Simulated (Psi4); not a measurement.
**GaNH4 (GaH2(NH2)): BP86/aug-cc-pVTZ (density fitting, sweep point 11)**

Aim: the vertical ionisation energy of GaNH4 (GaH2(NH2)) at BP86/aug-cc-pVTZ (density fitting, sweep point 11), from 2 runs. 

The calculation is run with Psi4 1.11.

15 further runs of the same task are left out: 13 that didn't finish, 2 set aside as unsound or not needed.

### Step 1. The molecule

The species is GaNH4 (6 atoms), meant as a singlet with charge 0. As SMILES, `[H][Ga]([H])[NH2]`. The shape comes from GFN2-xTB, which is rough for such elements, and wasn't checked as a minimum.

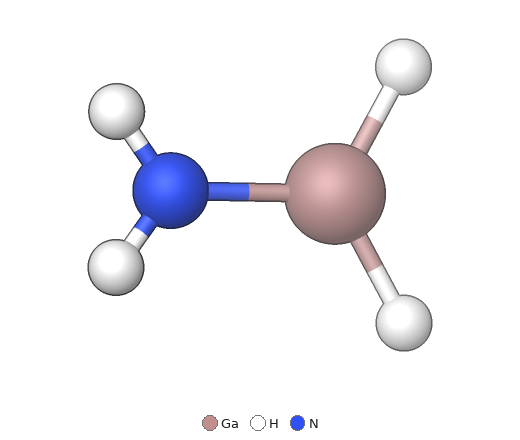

The structure, seen from a chosen angle (gallium pink, hydrogen white, nitrogen blue).

### Step 2. The energy at BP86/aug-cc-pVTZ (density fitting, sweep point 11)

File calc.py:

```python
import psi4

psi4.set_memory('1600 MB')
psi4.set_num_threads(1)
psi4.core.set_output_file('gah4n.out', False)

molecule = psi4.geometry("""
0 1
Ga     0.424050     0.733460     0.007650
H      1.890040     0.754090     0.501460
H     -0.291350     2.018260    -0.474150
N     -0.478200    -0.825800    -0.001250
H     -1.435720    -0.951110    -0.308080
H     -0.108820    -1.728900     0.274370
symmetry c1
""")

options = {'basis': 'aug-cc-pVTZ', 'reference': 'rks', 'puream': True, 'scf_type': 'df', 'dft_radial_points': 99, 'dft_spherical_points': 590}
psi4.set_options(options)

e_tot, wfn = psi4.energy("bp86", return_wfn=True)
print('E =', round(e_tot, 9))
```

On the command line:

```bash
$ python calc.py
```

gah4n.out:

```text
[...]
  Running in c1 symmetry.
[...]
  Nuclear repulsion =  108.906552615978484
[...]
  Multiplicity = 1
[...]
  Nalpha       = 21
  Nbeta        = 21
[...]
    Number of basis functions: 197
[...]
   @DF-RKS iter   1: -1980.46213466370864   -1.43697e+00   1.26021e-02 DIIS/ADIIS
[...]
   @DF-RKS iter  10: -1982.34293937789312   -1.60998e-07   3.08287e-07 DIIS
[...]
    Orbital Energies [Eh]
    ---------------------
    Doubly Occupied:
       1A   -371.059417     2A    -45.357600     3A    -40.201696
       4A    -40.197538     5A    -40.196977     6A    -13.991030
       7A     -5.264343     8A     -3.596701     9A     -3.585712
      10A     -3.585271    11A     -0.777478    12A     -0.731130
      13A     -0.727537    14A     -0.727204    15A     -0.724995
      16A     -0.710639    17A     -0.431275    18A     -0.426119
      19A     -0.314174    20A     -0.265675    21A     -0.232378
[...]
  @DF-RKS Final Energy: -1982.34293937789312
   => Energetics <=
    Nuclear Repulsion Energy =            108.9065526159784838
    One-Electron Energy =               -2977.4706663654051226
    Two-Electron Energy =                 969.9026094365104882
    DFT Exchange-Correlation Energy =     -83.6814350649766681
    Empirical Dispersion Energy =           0.0000000000000000
    VV10 Nonlocal Energy =                  0.0000000000000000
    Total Energy =                      -1982.3429393778931171
[...]
 Multipole Moments:
 ------------------------------------------------------------------------------------
     Multipole            Electronic (a.u.)      Nuclear  (a.u.)        Total (a.u.)
 ------------------------------------------------------------------------------------
 L = 1.  Multiply by 2.5417464519 to convert [e a0] to [Debye]
 Dipole X            :          1.7727660           -1.9963096           -0.2235435
 Dipole Y            :          3.0572470           -3.4536159           -0.3963689
 Dipole Z            :          0.0247933           -0.0398680           -0.0150747
 Magnitude           :                                                    0.4553101
[...]
```

On the terminal:

```text
E = -1982.342939378
```

It took 23 s on 1 thread of Intel Xeon 6975P-C (Granite Rapids), shared host; peak memory 1.6 GiB.

### Step 3. The doublet cation, same level

File job.py:

```python
import psi4

psi4.set_memory(1600000000)
psi4.set_num_threads(1)
psi4.set_output_file('gah4n.out', False)

m = psi4.geometry("""
1 2
Ga     0.424050     0.733460     0.007650
H      1.890040     0.754090     0.501460
H     -0.291350     2.018260    -0.474150
N     -0.478200    -0.825800    -0.001250
H     -1.435720    -0.951110    -0.308080
H     -0.108820    -1.728900     0.274370
symmetry c1
""")

options = {'basis': 'aug-cc-pVTZ', 'reference': 'uks', 'puream': True, 'scf_type': 'df', 'dft_radial_points': 99, 'dft_spherical_points': 590, 'maxiter': 150}
psi4.set_options(options)

e = psi4.energy('bp86')
print(f'bp86 energy: {e:.10f} Eh')
```

On the command line:

```bash
$ python job.py
```

gah4n.out:

```text
[...]
  Running in c1 symmetry.
[...]
  Nuclear repulsion =  108.906552615978484
[...]
  Multiplicity = 2
[...]
  Nalpha       = 21
  Nbeta        = 20
[...]
    Number of basis functions: 197
[...]
   @DF-UKS iter   1: -1980.37762883801656   -1.35246e+00   1.20262e-02 DIIS/ADIIS
[...]
   @DF-UKS iter  33: -1981.97801774302275   -1.94639e-07   2.52025e-07 DIIS
[...]
   @S^2 Observed:                7.554735529E-01
[...]
    Orbital Energies [Eh]
    ---------------------
    Alpha Occupied:
       1A   -371.321362     2A    -45.619001     3A    -40.463256
       4A    -40.458750     5A    -40.458595     6A    -14.314817
       7A     -5.526543     8A     -3.859153     9A     -3.848097
      10A     -3.847036    11A     -1.081648    12A     -0.993258
      13A     -0.990833    14A     -0.988659    15A     -0.987154
      16A     -0.980043    17A     -0.719992    18A     -0.701228
      19A     -0.574322    20A     -0.559168    21A     -0.507355
    Alpha Virtual:
      22A     -0.287007    23A     -0.233462    24A     -0.186968
      25A     -0.146114    26A     -0.133936    27A     -0.131955
[...]
  @DF-UKS Final Energy: -1981.97801774302275
   => Energetics <=
    Nuclear Repulsion Energy =            108.9065526159784838
    One-Electron Energy =               -2966.1948663237540131
    Two-Electron Energy =                 958.7155979266892700
    DFT Exchange-Correlation Energy =     -83.4053019619364022
    Empirical Dispersion Energy =           0.0000000000000000
    VV10 Nonlocal Energy =                  0.0000000000000000
    Total Energy =                      -1981.9780177430227468
[...]
 Multipole Moments:
 ------------------------------------------------------------------------------------
     Multipole            Electronic (a.u.)      Nuclear  (a.u.)        Total (a.u.)
 ------------------------------------------------------------------------------------
 L = 1.  Multiply by 2.5417464519 to convert [e a0] to [Debye]
 Dipole X            :          1.3327469           -1.9963096           -0.6635626
 Dipole Y            :          2.3077183           -3.4536159           -1.1458976
 Dipole Z            :          0.0184037           -0.0398680           -0.0214643
 Magnitude           :                                                    1.3243328
[...]
```

On the terminal:

```text
bp86 energy: -1981.9780177430 Eh
```

Run time: 93 s. Hardware: 1 thread of Intel Xeon 6975P-C (Granite Rapids), shared host; peak memory 1.6 GiB.

### Step 4. Results

At BP86/aug-cc-pVTZ (density fitting, sweep point 11):

| quantity | value |
| --- | --- |
| singlet GaNH4: total energy | -1982.34294 Eh |
| singlet GaNH4: dipole moment | 1.16 D |
| singlet GaNH4: HOMO energy | -6.32 eV |
| singlet GaNH4: LUMO energy | -1.66 eV |
| singlet GaNH4: HOMO–LUMO gap | 4.67 eV |
| doublet cation: total energy | -1981.97802 Eh |
| doublet cation: HOMO energy (highest over α and β) | -13.40 eV |
| doublet cation: LUMO energy (lowest over α and β) | -13.35 eV |
| doublet cation: ⟨S²⟩ | 0.755 |
| vertical ionisation energy (to the doublet cation) | 9.930 eV |

What this shows: The vertical ionisation energy comes to 9.93 eV (229 kcal/mol). The negative HOMO energy of the first species, 6.32 eV, lies 3.61 eV below that difference.
